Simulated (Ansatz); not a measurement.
# Electron scattering at the Σ9 (221) boundary in fcc Pt, starting shift (0.25, 0.5), part 2 of 3

Aim: the relaxed structure and the specific resistance of the Σ9 (221) boundary in fcc Pt, starting shift (0.25, 0.5).

Ansatz 0.2.0; Ansatz plane-wave DFT, PBE, PAW files; relaxation of a bicrystal slab with its lowest layers held; PAW set soft_1 (the session's first sound run).

So far: The structure; Relaxing the bicrystal.

**2. Relaxing the bicrystal (continued)**

Step by step:

| step | energy less that of the first step (eV) | largest force component (eV/Å) |
| --- | --- | --- |
| 1 | 0.0000 | 1.9521 |
| 2 | -1.1244 | 0.9860 |
| 3 | -1.7446 | 0.7370 |
| 4 | -2.0891 | 0.6116 |
| 5 | -2.3319 | 0.1936 |
| 6 | -2.5039 | 0.1788 |
| 7 | -2.6051 | 0.0630 |
| 8 | -2.6704 | 0.0688 |
| 9 | -2.7168 | 0.1185 |
| 10 | -2.7544 | 0.1150 |
| 11 | -2.7784 | 0.0533 |
| 12 | -2.7855 | 0.0585 |
| 13 | -2.7871 | 0.0398 |
| 14 | -2.7878 | 0.0108 |

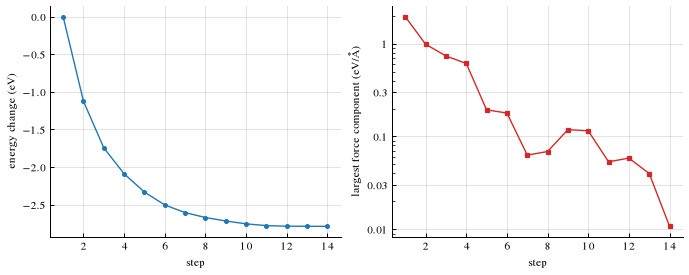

Energy and largest force along the relaxation.

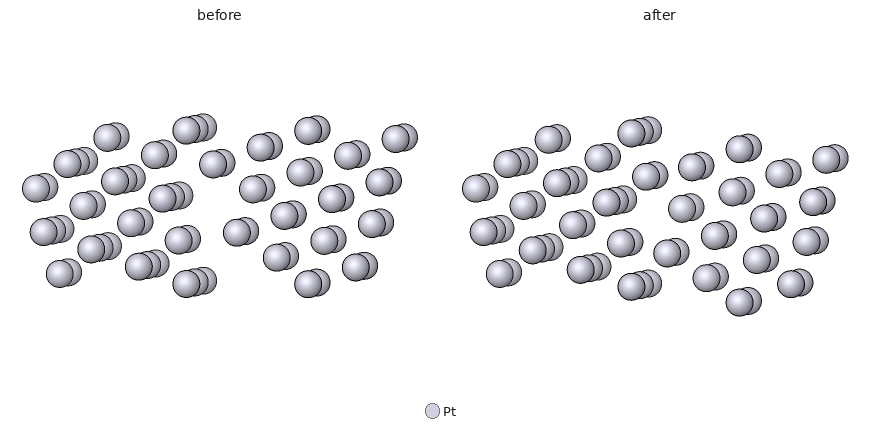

The structure before and after the relaxation, drawn at the same scale.

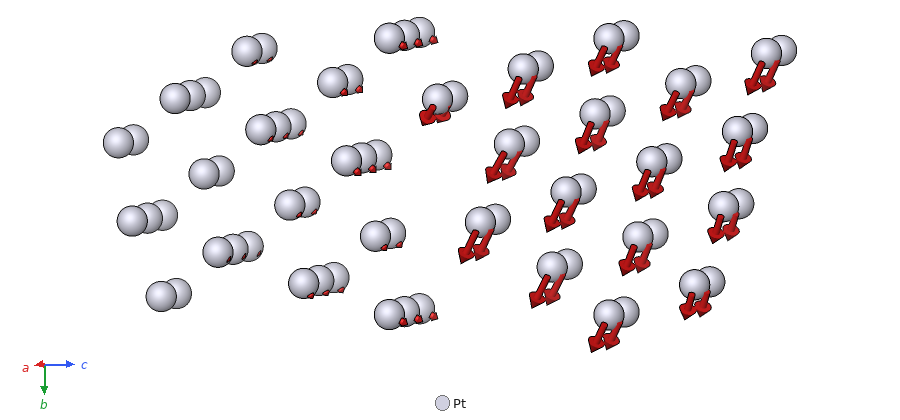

Displacements in the relaxation, scaled; the longest in the cell stands for 1.49 Å. 2×1×1 cells are drawn. Some periodic images of atoms are drawn too.

The atoms that moved most (Å):

| atom | dx | dy | dz | length |
| --- | --- | --- | --- | --- |
| Pt19 | -0.678 | 1.140 | -0.672 | 1.487 |
| Pt16 | -0.684 | 1.149 | -0.644 | 1.484 |
| Pt29 | -0.673 | 1.152 | -0.626 | 1.474 |
| Pt17 | -0.682 | 1.080 | -0.712 | 1.462 |
| Pt20 | -0.676 | 1.111 | -0.638 | 1.449 |
| Pt18 | -0.679 | 1.091 | -0.589 | 1.414 |
| Pt21 | -0.675 | 1.096 | -0.551 | 1.400 |
| Pt24 | -0.673 | 1.078 | -0.543 | 1.382 |

This step gave:

| Quantity | Value |
| --- | --- |
| free energy | -363211.4625 eV |
| energy at zero smearing | -363210.6630 eV |
| Fermi energy | 12.29 eV |

The largest force component on a free atom ends at 0.011 eV/Å, under the tolerance of 0.03, after 14 steps.

**3. Transmission across the boundary**

This step: Ansatz plane-wave DFT, PBE, PAW files; ballistic transport by layer matching (Landauer), zero bias; boundary relaxed in a short slab, bulk layers laid on; PAW set soft_1 (Ansatz 0.2.0).

System of this step: Σ9 (221) boundary in fcc Pt, starting shift (0.25, 0.5). The cell holds 66 atoms: 66 Pt. Cell: a = 2.773 Å, b = 8.319 Å, c = 51.255 Å, α = 90.0°, β = 90.0°, γ = 90.0°. It derives from Pt. Regions: lower grain, 27 atoms (27 Pt); boundary, 18 atoms (18 Pt); upper grain, 21 atoms (21 Pt). Vacuum lies along c.

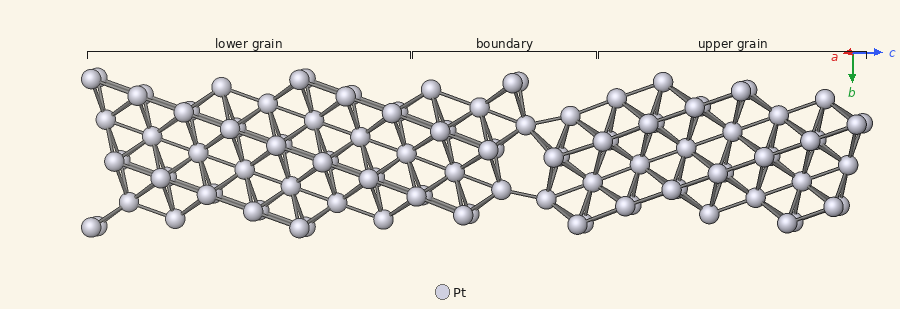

The cell of this step (platinum light grey). Some periodic images of atoms are drawn too.

Input file input.yaml:

```yaml
crystal:
  lattice:
    - [2.7731313745, 0.0, 0.0]
    - [0.0, 8.3193941234, 0.0]
    - [0.0, 0.0, 51.2553177377]
  atoms:
    - { symbol: Pt, position: [-17.9999999993, -9.9999999997, 0.0780406829] }
    - { symbol: Pt, position: [-17.4999999993, -9.7222222219, 0.0907931809] }
    - { symbol: Pt, position: [-16.9999999993, -9.4444444442, 0.1035456788] }
    - { symbol: Pt, position: [-16.4999999994, -9.1666666664, 0.1162981767] }
    - { symbol: Pt, position: [-15.9999999994, -8.8888888886, 0.1290506746] }
    - { symbol: Pt, position: [-15.4999999994, -8.6111111109, 0.1418031726] }
    - { symbol: Pt, position: [-14.9999999994, -8.3333333331, 0.1545556705] }
    - { symbol: Pt, position: [-14.4999999994, -8.0555555553, 0.1673081684] }
    - { symbol: Pt, position: [-13.9999999995, -7.7777777776, 0.1800606664] }
    - { symbol: Pt, position: [-13.4999999995, -7.4999999998, 0.1928131643] }
    - { symbol: Pt, position: [-12.9999999995, -7.222222222, 0.2055656622] }
    - { symbol: Pt, position: [-12.4999999995, -6.9444444442, 0.2183181601] }
    - { symbol: Pt, position: [-11.9999999995, -6.6666666665, 0.2310706581] }
    - { symbol: Pt, position: [-11.4999999995, -6.3888888887, 0.243823156] }
    - { symbol: Pt, position: [-10.9999999996, -6.1111111109, 0.2565756539] }
    - { symbol: Pt, position: [-10.4999999996, -5.8333333332, 0.2693281519] }
    - { symbol: Pt, position: [-9.9999999996, -5.5555555554, 0.2820806498] }
    - { symbol: Pt, position: [-9.4999999996, -5.2777777776, 0.2948331477] }
    - { symbol: Pt, position: [-8.9999999996, -4.9999999998, 0.3075856457] }
    - { symbol: Pt, position: [-8.4999999997, -4.7222222221, 0.3203381436] }
    - { symbol: Pt, position: [-7.9999999997, -4.4444444443, 0.3330906415] }
    - { symbol: Pt, position: [-7.4999999997, -4.1666666665, 0.3458431394] }
    - { symbol: Pt, position: [-6.9999999997, -3.8888888888, 0.3585956374] }
    - { symbol: Pt, position: [-6.4999999997, -3.611111111, 0.3713481353] }
    - { symbol: Pt, position: [-5.9999999997, -3.3333333332, 0.3841006332] }
    - { symbol: Pt, position: [-5.4999999998, -3.0555555554, 0.3968531312] }
    - { symbol: Pt, position: [-4.9999999998, -2.7777777777, 0.4096056291] }
    - { symbol: Pt, position: [0.5000000002, 0.5000000001, 0.422358127] }
    - { symbol: Pt, position: [0.0011511512, 0.784088324, 0.436695209] }
    - { symbol: Pt, position: [0.5014400569, 0.0677140489, 0.4493330974] }
    - { symbol: Pt, position: [0.001769321, 0.3451069111, 0.4627285707] }
    - { symbol: Pt, position: [0.5019782469, 0.6236669454, 0.4754255106] }
    - { symbol: Pt, position: [0.0024480746, 0.9094551895, 0.4881646848] }
    - { symbol: Pt, position: [0.5028088007, 0.1873247291, 0.5028485613] }
    - { symbol: Pt, position: [0.0024617591, 0.470191049, 0.5158275659] }
    - { symbol: Pt, position: [0.5027287698, 0.7417139548, 0.5269205339] }
    - { symbol: Pt, position: [0.0025867382, 0.0180565687, 0.5425867248] }
    - { symbol: Pt, position: [0.5014355591, 0.3055019913, 0.5537594895] }
    - { symbol: Pt, position: [0.5034060281, 0.8047203937, 0.576480047] }
    - { symbol: Pt, position: [0.0041388481, 0.5187049277, 0.5879129052] }
    - { symbol: Pt, position: [0.5051889681, 0.2422770111, 0.603056005] }
    - { symbol: Pt, position: [0.0053944859, 0.9703688442, 0.6141849939] }
    - { symbol: Pt, position: [0.5063746674, 0.6891538695, 0.6276050169] }
    - { symbol: Pt, position: [0.0066595798, 0.4094765408, 0.6420506418] }
    - { symbol: Pt, position: [0.5069954094, 0.1228249665, 0.6541568606] }
    - { symbol: Pt, position: [-4.9930045906, -2.1549528113, 0.6669093585] }
    - { symbol: Pt, position: [-5.4930045906, -2.4327305891, 0.6796618564] }
    - { symbol: Pt, position: [-5.9930045906, -2.7105083668, 0.6924143543] }
    - { symbol: Pt, position: [-6.4930045906, -2.9882861446, 0.7051668523] }
    - { symbol: Pt, position: [-6.9930045906, -3.2660639224, 0.7179193502] }
    - { symbol: Pt, position: [-7.4930045905, -3.5438417001, 0.7306718481] }
    - { symbol: Pt, position: [-7.9930045905, -3.8216194779, 0.7434243461] }
    - { symbol: Pt, position: [-8.4930045905, -4.0993972557, 0.756176844] }
    - { symbol: Pt, position: [-8.9930045905, -4.3771750334, 0.7689293419] }
    - { symbol: Pt, position: [-9.4930045905, -4.6549528112, 0.7816818399] }
    - { symbol: Pt, position: [-9.9930045904, -4.932730589, 0.7944343378] }
    - { symbol: Pt, position: [-10.4930045904, -5.2105083668, 0.8071868357] }
    - { symbol: Pt, position: [-10.9930045904, -5.4882861445, 0.8199393336] }
    - { symbol: Pt, position: [-11.4930045904, -5.7660639223, 0.8326918316] }
    - { symbol: Pt, position: [-11.9930045904, -6.0438417001, 0.8454443295] }
    - { symbol: Pt, position: [-12.4930045904, -6.3216194778, 0.8581968274] }
    - { symbol: Pt, position: [-12.9930045903, -6.5993972556, 0.8709493254] }
    - { symbol: Pt, position: [-13.4930045903, -6.8771750334, 0.8837018233] }
    - { symbol: Pt, position: [-13.9930045903, -7.1549528112, 0.8964543212] }
    - { symbol: Pt, position: [-14.4930045903, -7.4327305889, 0.9092068191] }
    - { symbol: Pt, position: [-14.9930045903, -7.7105083667, 0.9219593171] }
kpoints:
  mp_grid: { grid: [9, 3, 1] }
hamiltonian:
  xc: pbe
  pseudopotentials: { kind: paw, azcp: { folder: soft_1 } }
scf:
  occupations: { method: fermi_dirac, width: 0.1 }
output:
  transmission:
    leads: [[14, 15], [54, 55]]
    kmesh: [22, 8]
    e_range: [-0.1, 0.1]
    de: 0.05
  write_potential: true
  write_density: true
  volumetric_format: npy
  elf: true
```

Started as:

```console
$ ansatz run input.yaml --threads 4 --pin off --max-ram 15360MiB --backend cpu --events-out ev --progress --plain --runs-dir out
```

Numbers of over 12 decimals in the logs are rounded to 6 here.

What it wrote:

```text
[...]
Crystal: 66 atoms, lattice volume = 1182.500 Å³
Basis set: ecut = 420 eV, 23229 PW (Γ)
Bands: 713, of which v1, the nominal top of the filled ones, is band 594 counted from 1 (593 counted from 0)
Symmetry: 1 space group operations
[...]
k-points: 14 of 27 (time reversal used)
[...]
SCF iter   1: F=—  HF=-826648.766007 eV  |F-HF|=—  |Δ(HF+E_count)|=         —  Δρ=8.09e-2  dr2=1.42e2  ethr=3.10e-3  ⟨swp⟩=6.0  Hψ=34334  notcnv=0  defer=648
[...]
SCF iter  13: F=-826626.159598 eV  HF=-826626.159598 eV  |F-HF|=8.96e-8  |Δ(HF+E_count)|=   2.72e-8  Δρ=1.43e-6  dr2=9.57e-8  ethr=8.42e-12  ⟨swp⟩=12.1  Hψ=37541  notcnv=0
SCF 1 converged in 13 iterations: F = -826626.159598 eV  dr2 = 9.57e-8
[...]
transmission: 648 of 6480 steps passed
transmission: 1296 of 6480 steps passed
[...]
transmission: 6480 of 6480 steps passed
WARN: The output density's exchange-correlation potential varies sharply where the density is thin. Do not read a vacuum level from v_tot or v_xc, or from such a field of the output density. On a cell that repeats whose density bears no net charge and no dipole along the vacuum's axis use v_es (v_loc + v_h of the components); under efield.dipole_correction with no amplitude use v_es + v_field, which holds any externa [...]
SCF converged after 13 iterations
Free energy (F): -826626.159598 eV
[...]
Internal energy: -826622.577522 eV  (E = F + TS)
E sigma→0 (E₀):  -826624.368560 eV
Entropy (-TS):   -3.582076 eV (-54.274 meV/atom)
Fermi energy:    18.793833 eV
[...]
--- Band table (eV; the first three rows and the last of 14) ---
  k-point 0: bands = [... 590 lower, 18.3944, 18.4011, 18.4349, 18.4689, 18.4792, 18.4797, 18.4953, 18.5276, ... 115 higher]
  k-point 1: bands = [... 590 lower, 18.5128, 18.5381, 18.5748, 18.5862, 18.6040, 18.6107, 18.6185, 18.6427, ... 115 higher]
  k-point 2: bands = [... 590 lower, 18.5470, 18.5504, 18.5543, 18.5643, 18.5753, 18.5837, 18.5881, 18.6155, ... 115 higher]
  k-point 13: bands = [... 590 lower, 19.1465, 19.1596, 19.1833, 19.2039, 19.2401, 19.2458, 19.4068, 19.5811, ... 115 higher]
--- Transmission ---
  basis      : 203 plane waves across, 72 finite elements along
  points     : 90, standing for a mesh of 22 x 8
  energies   : 5 from -0.100000 to 0.100000 eV about the Fermi level, 0.050000 eV apart; the leads are filled to 0.000000 eV, and channels, transmission and decay are at 0.000000 eV
  crystal 0  : Pt4, at the sites [14, 15], period 2.6145 Å, over 18.30 Å; its Hamiltonian steps by up to 27.6 meV: too much for a lead, lay more layers or, if its atoms are ordered, name the step of that order
    offset         : up to 0.0000 Å between an atom of the period and one for which it stands
    channels       : 6.073864e0 a spin
    conductance    : none, the energies end too early or step too widely for 300 K: set another output.transmission.e_range or a lower de, or, where they end at an eighth of basis.ecutwfc, a higher one
[...]
channels       : 6.085227e0 a spin
[...]
junction   : crystal 0 to crystal 1, 12.82 to 38.43 Å
    transmission   : 2.773551e0 a spin
[...]
```

Elapsed: 41 min, on 4 threads of Arm Neoverse V1, shared host; peak memory 12 GiB.

Numbers from this step:

```yaml
free_energy: -826626.1596 eV
energy_at_zero_smearing: -826624.3686 eV
fermi_energy: 18.79 eV
cell_area: 23.07 Å²
transmission_per_spin_nearest_the_fermi_level: 2.774
open_channels_per_spin_nearest_the_fermi_level: 6.074
open_channels_per_spin_upper_lead: 6.085
step_of_the_lead_s_potential: 27.6 meV
step_of_the_upper_lead_s_potential: 25.5 meV
```

Per spin. The transmission, zone mean by energy, zero at the Fermi level:

| energy (eV) | transmission, zone mean |
| --- | --- |
| -0.1000 | 2.94 |
| -0.0500 | 2.86 |
| 0.0000 | 2.77 |
| 0.0500 | 2.60 |
| 0.1000 | 2.44 |

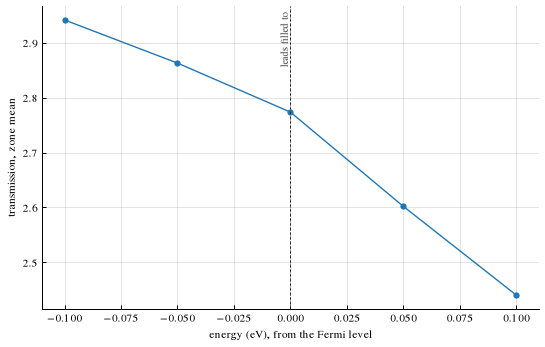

Transmission, zone mean, plotted against energy.

Per spin. Open channels, zone mean against energy, zero at the Fermi level:

| energy (eV) | lead | upper lead |
| --- | --- | --- |
| -0.1000 | 6.93 | 6.92 |
| -0.0500 | 6.56 | 6.53 |
| 0.0000 | 6.07 | 6.09 |
| 0.0500 | 5.44 | 5.43 |
| 0.1000 | 4.94 | 4.94 |

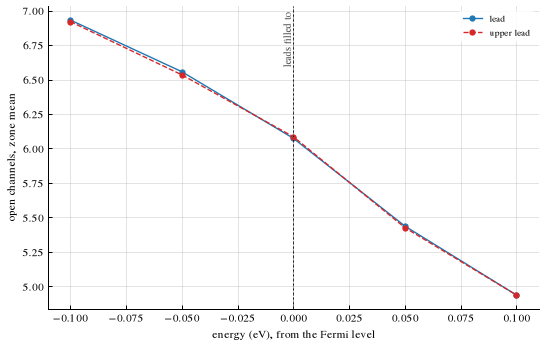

Open channels, zone mean, plotted against energy.

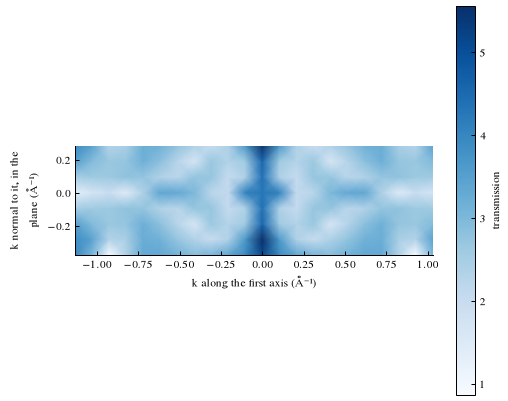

Transmission over k1 and k2. At 0.0000 eV from the Fermi level.

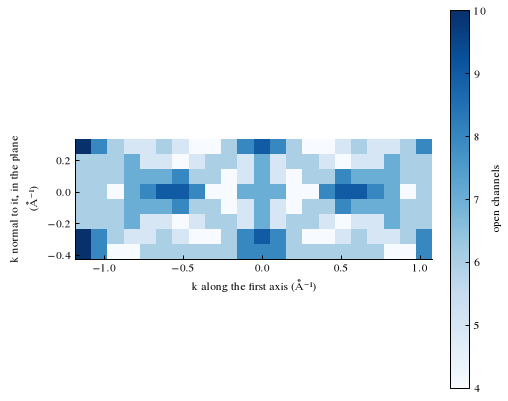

Open channels over k1 and k2. At 0.0000 eV from the Fermi level.

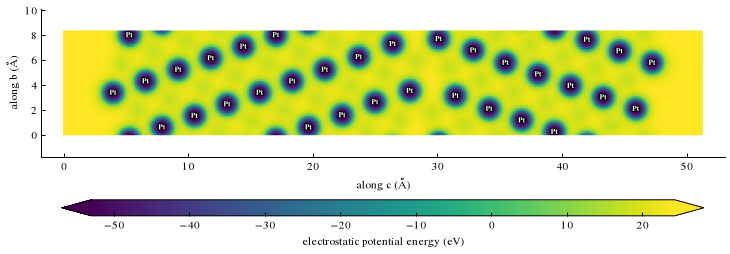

Electrostatic potential energy in the cb plane at fractional x = 0.000, with atoms of Pt within 0.2 Å of it. With pseudopotentials it is smooth inside the atoms' cores, unlike the true potential. The map starts off the cell's origin, so that atoms lie inside it.

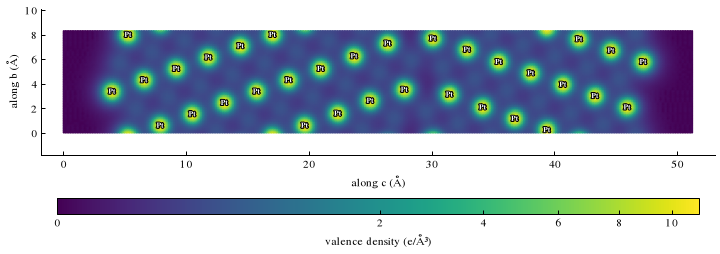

Valence density in the cb plane at fractional x = 0.000, with atoms of Pt within 0.2 Å of it. It is the smooth field of the valence electrons, not physical close to the nuclei. The map starts off the cell's origin, so that atoms lie inside it. The colour scale is stretched toward low values.

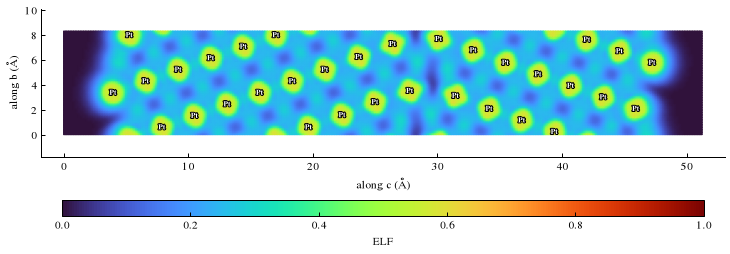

ELF in the cb plane at fractional x = 0.000, with atoms of Pt within 0.2 Å of it. It is the smooth field of the valence electrons, not physical close to the nuclei. The map starts off the cell's origin, so that atoms lie inside it.

Over the solved energies the transmission per spin lies between 2.44 and 2.94, out of 5.99 channels of the lead on average (up to 6.93). The log calls the step of a lead's potential too much.

**4. Specific resistance**

This step: Ansatz plane-wave DFT, PBE, PAW files; ballistic transport by layer matching (Landauer), zero bias; specific resistance of the boundary; PAW set soft_1 (Ansatz 0.2.0).

This step gave:

| Quantity | Value |
| --- | --- |
| area resistance | 0.5955 fΩ m² |
| T over the leads' mean channel count | 0.4552 |

Averaged over the energies near the Fermi level, 45.5 % of the channels pass, which makes 0.595 fΩ m².

By hand, with T and the leads' channels N averaged over the energies near the Fermi level: RA = A (h/2e²)(1/T − ½[1/N₁ + 1/N₂]) = 23.07×10⁻²⁰ m² × 12 906 Ω × (1/2.724 − ½[1/5.987 + 1/5.981]) = 0.595 fΩ m².

(Continued in part 3 of 3.)

[Logs are printed without paths, hosts, clocks, repeated set-up lines and the standing remarks that a program may print on its own settings, such as how far it seeks lower states.]

[Hosts, paths, dates, database ids (printed as entryN), source tags and the programs' standing remarks are cut or masked in the printed files.]
